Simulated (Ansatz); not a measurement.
**Saddle-point search of SiH$_{4}$Cl$_{3}$OF (charge +1) (part 2 of 2)**

SiH$_{4}$Cl$_{3}$OF, charge +1; RKS PBE0-D4/def2-SVP (Ansatz 0.2.0). The run did not end well. The settings of this run were made unusual or wrong on purpose.

Geometry of the input (Å):
```
Si -0.4492  -0.8740  -0.2967
H  -0.6051  0.1144  1.2391
Cl 0.0572  -1.6313  -2.1870
Cl 0.2637  -2.3907  0.8538
Cl -2.4287  -0.5366  -0.6115
H  0.8200  1.2668  0.1150
O  0.6708  0.5088  -0.6038
H  -0.1744  1.0152  1.6084
F  0.6599  1.9568  1.3010
H  1.1858  0.5707  -1.4183
```

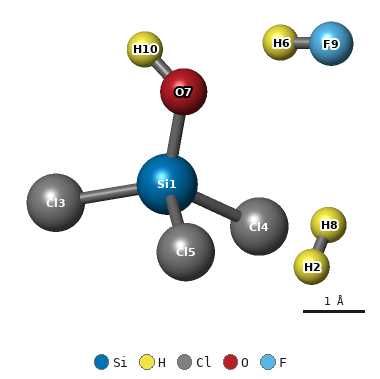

Figure 1. The geometry at step 13 of the log (ball-and-stick view, seen at a tilt; atoms are numbered from 1 in the order of the input).

Trajectory as extended XYZ, continued:
```
10
Properties=species:S:1:pos:R:3:forces:R:3 step=4 energy=-50229.17142
Si   -0.3853   -0.8423   -0.3740    1.1141  -0.7645  -2.6245
H    -0.7753    0.1048    1.3692    0.0055   0.1592   0.1784
Cl    0.0518   -1.6901   -2.2327   -0.2083   0.2801   0.6899
Cl    0.3016   -2.2325    0.9271   -0.2659   0.5846   0.4172
Cl   -2.3643   -0.4447   -0.5269    0.1638   0.3017   0.7024
H     0.8325    1.3024    0.1636    0.1289   0.4549   0.4119
O     0.6873    0.5487   -0.6074   -0.7310  -1.0659  -0.1550
H    -0.1973    0.8422    1.4812    0.9059   1.2435  -0.0521
F     0.6735    1.8422    1.2458   -1.2287  -1.2363   0.5895
H     1.1755    0.5694   -1.4458    0.1156   0.0426  -0.1577
10
Properties=species:S:1:pos:R:3:forces:R:3 step=5 energy=-50229.36794
Si   -0.3286   -0.8548   -0.4845    0.7765  -1.2065  -2.2448
H    -0.9372    0.0750    1.4828    0.7806   0.9865   0.2204
Cl    0.0520   -1.7604   -2.3089   -0.2035   0.4213   0.8479
Cl    0.3265   -2.1198    0.9583   -0.2612   0.5869   0.1690
Cl   -2.3011   -0.3848   -0.4745    0.2401   0.2648   0.6103
H     0.8625    1.3199    0.1580   -0.1995   0.1778   0.6624
O     0.6971    0.5357   -0.6643   -0.4049  -0.3811   0.1633
H    -0.2593    0.7971    1.6015    0.2997   0.5547  -0.3763
F     0.7082    1.8392    1.2400   -1.1700  -1.5624   0.0176
H     1.1798    0.5530   -1.5084    0.1423   0.1581  -0.0697
10
Properties=species:S:1:pos:R:3:forces:R:3 step=6 energy=-50229.86124
Si   -0.2412   -0.8886   -0.6576   -0.1234  -1.3363  -0.3185
H    -1.0532    0.1341    1.6347    0.4225   0.5070  -0.0429
Cl    0.0494   -1.8628   -2.4305   -0.1833   0.4680   0.8533
Cl    0.3660   -1.9599    0.9950   -0.2810   0.5075  -0.5680
Cl   -2.1963   -0.2946   -0.3792    0.4974   0.0049   0.2453
H     0.8570    1.2997    0.1981   -0.4690   0.0748   1.0973
O     0.7090    0.5091   -0.7416    0.3128  -0.0466  -0.7274
H    -0.3486    0.8075    1.7232    0.6831   0.6750  -0.6006
F     0.6660    1.7132    1.2521   -0.9467  -1.2833  -0.2884
H     1.1919    0.5423   -1.5942    0.0876   0.4290   0.3497
10
Properties=species:S:1:pos:R:3:forces:R:3 step=7 energy=-50229.91017
Si   -0.1812   -0.9215   -0.7640   -0.0492  -0.7559   0.8977
H    -1.1854    0.1957    1.7714    0.6300   0.3928  -0.4865
Cl    0.0284   -1.9350   -2.4991   -0.2322   0.3172   0.6780
Cl    0.3959   -1.8620    1.0091   -0.2189   0.2720  -0.9859
Cl   -2.1100   -0.2333   -0.2893    0.3542  -0.1051   0.0299
H     0.7960    1.2489    0.3064    0.1662   0.5146   0.4084
O     0.7294    0.4816   -0.8081    0.1074  -0.4264  -0.9012
H    -0.3823    0.7501    1.6927    0.2072   0.5374  -0.1957
F     0.6804    1.6919    1.2215   -1.0642  -1.1483   0.2599
H     1.2288    0.5835   -1.6408    0.0995   0.4017   0.2953
10
Properties=species:S:1:pos:R:3:forces:R:3 step=8 energy=-50229.68110
Si   -0.1324   -0.9767   -0.8469    0.9733  -0.0040   1.8398
H    -1.2826    0.2714    1.8386   -0.2541  -0.1928  -0.4614
Cl   -0.0282   -2.0165   -2.5493   -0.3533   0.0870   0.3707
Cl    0.4329   -1.8222    0.9890   -0.2099  -0.0132  -1.3651
Cl   -2.0261   -0.2036   -0.1938   -0.1718  -0.0012   0.0077
H     0.8309    1.3068    0.3962    0.6088  -1.2410  -3.0026
O     0.7487    0.4288   -0.8881    0.2162  -0.2794  -1.1893
H    -0.5252    0.6843    1.7391    0.5029   0.5788  -0.2560
F     0.7054    1.6835    1.2019   -1.0271   1.0997   3.5947
H     1.2767    0.6442   -1.6868   -0.2851  -0.0341   0.4616
10
Properties=species:S:1:pos:R:3:forces:R:3 step=9 energy=-50229.88146
Si   -0.1189   -0.9864   -0.8225    0.9808  -0.2322   1.4593
H    -1.3293    0.2658    1.7735    0.0933   0.0016  -0.4816
Cl   -0.0774   -2.0293   -2.5246   -0.3496   0.0665   0.3008
Cl    0.4620   -1.8801    0.9626   -0.2250   0.1335  -1.2425
Cl   -2.0266   -0.2230   -0.1734   -0.1225   0.0272   0.0557
H     0.8735    1.3615    0.4231    0.0841   0.3913   0.4798
O     0.7537    0.4135   -0.9175   -0.0611   0.0252  -0.0779
H    -0.5535    0.6653    1.6934    0.1935   0.5147  -0.0238
F     0.7493    1.7695    1.2931   -0.5674  -0.9411  -0.4657
H     1.2671    0.6433   -1.7077   -0.0261   0.0131  -0.0041
10
Properties=species:S:1:pos:R:3:forces:R:3 step=10 energy=-50229.72526
Si   -0.1013   -0.9934   -0.8104    1.3780  -0.0389   1.2149
H    -1.5052    0.2250    1.8025    0.7778   0.2720  -0.3398
Cl   -0.1075   -2.0316   -2.5159   -0.3779   0.0641   0.2552
Cl    0.4836   -1.9276    0.9329   -0.2766   0.1815  -1.0885
Cl   -2.0190   -0.2395   -0.1658   -0.2954   0.0441   0.0753
H     1.0171    1.4814    0.3687   -0.0436   0.1595   0.3763
O     0.7628    0.4101   -0.9159   -0.1384  -0.1924  -0.2388
H    -0.6877    0.5544    1.7918   -0.5573   0.1179  -0.0804
F     0.8891    1.8760    1.2217   -0.3999  -0.5391  -0.1247
H     1.2682    0.6454   -1.7095   -0.0668  -0.0687  -0.0495
10
Properties=species:S:1:pos:R:3:forces:R:3 step=11 energy=-50229.69805
Si   -0.0794   -0.9977   -0.8029    1.4606   0.0798   0.9367
H    -1.5686    0.2184    1.8089   -0.5400  -0.2002  -0.1113
Cl   -0.1425   -2.0387   -2.5057   -0.3827   0.0505   0.2151
Cl    0.5084   -1.9584    0.9079   -0.2903   0.1970  -0.9312
Cl   -2.0071   -0.2513   -0.1568   -0.3113  -0.0235  -0.0658
H     1.0905    1.5509    0.3692   -0.0237   0.1728   0.3620
O     0.7761    0.4052   -0.9354   -0.2193  -0.2950  -0.1401
H    -0.8238    0.4825    1.8432    0.6539   0.5317  -0.0146
F     0.9796    1.9558    1.2116   -0.2824  -0.4502  -0.2029
H     1.2667    0.6335   -1.7399   -0.0648  -0.0629  -0.0478
10
Properties=species:S:1:pos:R:3:forces:R:3 step=12 energy=-50229.67301
Si   -0.0593   -1.0035   -0.8047    1.3547   0.1518   0.7813
H    -1.6913    0.1855    1.8520    0.3832   0.0986  -0.0778
Cl   -0.1669   -2.0453   -2.5048   -0.3647   0.0432   0.1846
Cl    0.5242   -1.9833    0.8844   -0.2410   0.1899  -0.7646
Cl   -1.9975   -0.2667   -0.1590   -0.2904  -0.0073  -0.0448
H     1.1678    1.6188    0.3602   -0.0027   0.1069   0.2194
O     0.7880    0.3985   -0.9516   -0.2128  -0.3040  -0.0901
H    -0.9044    0.4414    1.8943   -0.2966   0.1478  -0.0535
F     1.0709    2.0320    1.1925   -0.2655  -0.3666  -0.1089
H     1.2685    0.6227   -1.7632   -0.0642  -0.0603  -0.0455
10
Properties=species:S:1:pos:R:3:forces:R:3 step=13 energy=-50229.63595
Si   -0.0251   -1.0095   -0.8052    1.0843   0.2365   0.5045
H    -1.8659    0.1374    1.9179    0.6539   0.1502  -0.0110
Cl   -0.2089   -2.0537   -2.5000   -0.3236   0.0556   0.1678
Cl    0.5511   -2.0189    0.8494   -0.1563   0.1518  -0.4939
Cl   -1.9813   -0.2885   -0.1617   -0.2105  -0.0221  -0.0648
H     1.2955    1.7261    0.3394    0.0255  -0.0165  -0.0329
O     0.8092    0.3901   -0.9766   -0.1665  -0.3001  -0.0487
H    -1.0652    0.3594    1.9806   -0.6135  -0.0069  -0.0814
F     1.2186    2.1517    1.1571   -0.2263  -0.2005   0.0823
H     1.2719    0.6061   -1.8008   -0.0669  -0.0479  -0.0219
10
Properties=species:S:1:pos:R:3:forces:R:3 step=14 energy=-50229.63559
Si    0.0104   -1.0035   -0.8005    0.7179   0.2054   0.3120
H    -2.0185    0.0692    1.9913    0.3838   0.0822  -0.0053
Cl   -0.2529   -2.0516   -2.4872   -0.2599   0.0864   0.1728
Cl    0.5798   -2.0336    0.8288   -0.0778   0.1064  -0.2867
Cl   -1.9654   -0.3019   -0.1660   -0.1000  -0.0439  -0.0873
H     1.4170    1.8048    0.2996    0.0074   0.0744   0.1411
O     0.8359    0.3897   -0.9950   -0.0816  -0.2389  -0.0469
H    -1.2389    0.2871    2.0482   -0.3698   0.0001  -0.0637
F     1.3536    2.2435    1.1128   -0.1644  -0.2533  -0.1130
H     1.2790    0.5965   -1.8320   -0.0555  -0.0187  -0.0230
10
Properties=species:S:1:pos:R:3:forces:R:3 step=15 energy=-50229.62943
Si    0.0411   -0.9875   -0.7898    0.4417   0.1592   0.1914
H    -2.1797   -0.0051    2.0640    0.2744   0.0495  -0.0211
Cl   -0.2953   -2.0405   -2.4668   -0.1956   0.1126   0.1894
Cl    0.6078   -2.0258    0.8265   -0.0279   0.0765  -0.1727
Cl   -1.9508   -0.3049   -0.1716   -0.0144  -0.0516  -0.0717
H     1.5365    1.8681    0.2491    0.0358  -0.1678  -0.2914
O     0.8677    0.3947   -1.0093   -0.0075  -0.1858  -0.0919
H    -1.4029    0.1905    2.1097   -0.2755  -0.0064  -0.0641
F     1.4854    2.3153    1.0474   -0.1577   0.0249   0.3191
H     1.2902    0.5953   -1.8592   -0.0733  -0.0111   0.0129
10
Properties=species:S:1:pos:R:3:forces:R:3 step=16 energy=-50229.61996
Si    0.0670   -0.9695   -0.7752    0.2060   0.1082   0.1062
H    -2.3453   -0.0855    2.1264    0.3032   0.0522  -0.0301
Cl   -0.3390   -2.0270   -2.4408   -0.1349   0.1307   0.2002
Cl    0.6373   -2.0110    0.8314    0.0162   0.0543  -0.0994
Cl   -1.9361   -0.3049   -0.1713    0.0494  -0.0575  -0.0644
H     1.6612    1.9248    0.1894   -0.0073   0.2127   0.3878
O     0.8992    0.3994   -1.0249    0.0391  -0.1315  -0.0720
H    -1.5641    0.0845    2.1623   -0.2983  -0.0236  -0.0716
F     1.6232    2.3935    0.9903   -0.0967  -0.3402  -0.3628
H     1.2966    0.5959   -1.8876   -0.0766  -0.0054   0.0061
10
Properties=species:S:1:pos:R:3:forces:R:3 step=17 energy=-50229.62189
Si    0.0771   -0.9613   -0.7695    0.1757   0.1087   0.1471
H    -2.3749   -0.0938    2.1386   -0.4270  -0.0877  -0.0454
Cl   -0.3539   -2.0190   -2.4267   -0.1354   0.0942   0.1409
Cl    0.6526   -2.0018    0.8349    0.0194   0.0552  -0.0884
Cl   -1.9254   -0.3002   -0.1669    0.0451  -0.0624  -0.0861
H     1.6755    1.9242    0.1862    0.0222  -0.1460  -0.2252
O     0.9116    0.4020   -1.0308    0.0407  -0.1176  -0.0434
H    -1.6148    0.0468    2.1661    0.4350   0.1184  -0.0278
F     1.6563    2.4046    0.9668   -0.1178   0.0247   0.2446
H     1.2959    0.5985   -1.8988   -0.0579   0.0125  -0.0163
10
Properties=species:S:1:pos:R:3:forces:R:3 step=18 energy=-50229.60957
Si    0.0856   -0.9542   -0.7607    0.1376   0.0981   0.1628
H    -2.4741   -0.1317    2.1576    0.6753   0.0935  -0.0256
Cl   -0.3756   -2.0110   -2.4095   -0.1282   0.0633   0.0881
Cl    0.6679   -1.9950    0.8387    0.0413   0.0442  -0.0649
Cl   -1.9184   -0.2989   -0.1598    0.0280  -0.0435  -0.0451
H     1.7398    1.9558    0.1580    0.0114   0.1107   0.1990
O     0.9242    0.4016   -1.0372    0.0585  -0.0805  -0.0261
H    -1.6687   -0.0112    2.1828   -0.6565  -0.0646  -0.0884
F     1.7261    2.4465    0.9416   -0.1050  -0.2318  -0.1807
H     1.2931    0.5983   -1.9115   -0.0625   0.0105  -0.0191
10
Properties=species:S:1:pos:R:3:forces:R:3 step=19 energy=-50229.61291
Si    0.0884   -0.9514   -0.7590    0.1134   0.1110   0.1794
H    -2.4871   -0.1350    2.1693   -0.2487  -0.0313  -0.0363
Cl   -0.3823   -2.0092   -2.4043   -0.1242   0.0526   0.0698
Cl    0.6735   -1.9906    0.8406    0.0351   0.0443  -0.0636
Cl   -1.9137   -0.2969   -0.1589    0.0422  -0.0592  -0.0817
H     1.7516    1.9583    0.1561    0.0131  -0.0020   0.0188
O     0.9296    0.4018   -1.0386    0.0647  -0.0758  -0.0281
H    -1.7140   -0.0462    2.1869    0.2672   0.0624  -0.0383
F     1.7611    2.4688    0.9230   -0.1022  -0.1162  -0.0063
H     1.2929    0.6003   -1.9150   -0.0606   0.0142  -0.0137
10
Properties=species:S:1:pos:R:3:forces:R:3 step=20 energy=-50229.61147
Si    0.0908   -0.9486   -0.7553    0.1080   0.1118   0.1822
H    -2.5193   -0.1475    2.1754    0.0416   0.0027  -0.0334
Cl   -0.3893   -2.0061   -2.3983   -0.1224   0.0456   0.0571
Cl    0.6789   -1.9879    0.8425    0.0392   0.0409  -0.0575
Cl   -1.9120   -0.2966   -0.1564    0.0379  -0.0560  -0.0717
H     1.7749    1.9696    0.1467    0.0130  -0.0167  -0.0003
O     0.9337    0.4022   -1.0395    0.0644  -0.0722  -0.0236
H    -1.7352   -0.0686    2.1915   -0.0195   0.0292  -0.0511
F     1.7865    2.4825    0.9113   -0.1009  -0.1003   0.0139
H     1.2911    0.6011   -1.9181   -0.0613   0.0150  -0.0155
10
Properties=species:S:1:pos:R:3:forces:R:3 step=21 energy=-50229.58192
Si    0.1045   -0.9323   -0.7326    0.0562   0.1343   0.1962
H    -2.6935   -0.2187    2.2116    0.7590   0.0217  -0.0355
Cl   -0.4312   -1.9878   -2.3621   -0.1111   0.0099  -0.0068
Cl    0.7111   -1.9722    0.8541    0.0565   0.0222  -0.0245
Cl   -1.9026   -0.2956   -0.1404    0.0392  -0.0587  -0.0511
H     1.9147    2.0373    0.0905    0.0126  -0.0706  -0.0641
O     0.9572    0.4041   -1.0435    0.0746  -0.0541  -0.0404
H    -1.8785   -0.2059    2.2161   -0.7151   0.0204  -0.0727
F     1.9394    2.5656    0.8419   -0.0932  -0.0384   0.0823
H     1.2789    0.6056   -1.9357   -0.0788   0.0131   0.0167
10
Properties=species:S:1:pos:R:3:forces:R:3 step=22 energy=-50229.58623
Si    0.1044   -0.9310   -0.7317    0.0378   0.1442   0.2132
H    -2.7013   -0.2217    2.2223   -0.1242   0.0156  -0.0285
Cl   -0.4352   -1.9879   -2.3597   -0.1082   0.0063  -0.0141
Cl    0.7135   -1.9697    0.8556    0.0491   0.0234  -0.0294
Cl   -1.9003   -0.2961   -0.1410    0.0563  -0.0720  -0.0895
H     1.9271    2.0412    0.0898    0.0085  -0.0448  -0.0196
O     0.9600    0.4034   -1.0433    0.0734  -0.0551  -0.0263
H    -1.9212   -0.2378    2.2192    0.1653   0.0267  -0.0420
F     1.9758    2.5921    0.8251   -0.0872  -0.0631   0.0336
H     1.2771    0.6076   -1.9363   -0.0709   0.0189   0.0028
```

What the run reported:

- outcome: stopped at the time limit
- hardware: 8 threads of Arm Neoverse V1, 23 GiB of memory available, shared host
- wall time: 2.5 min (CPU time 18 min)
- peak memory: 0.63 GiB

Diagnosis:

The input was spoiled on purpose: wrong charge. The run was cut off by its time limit, so the output is incomplete.
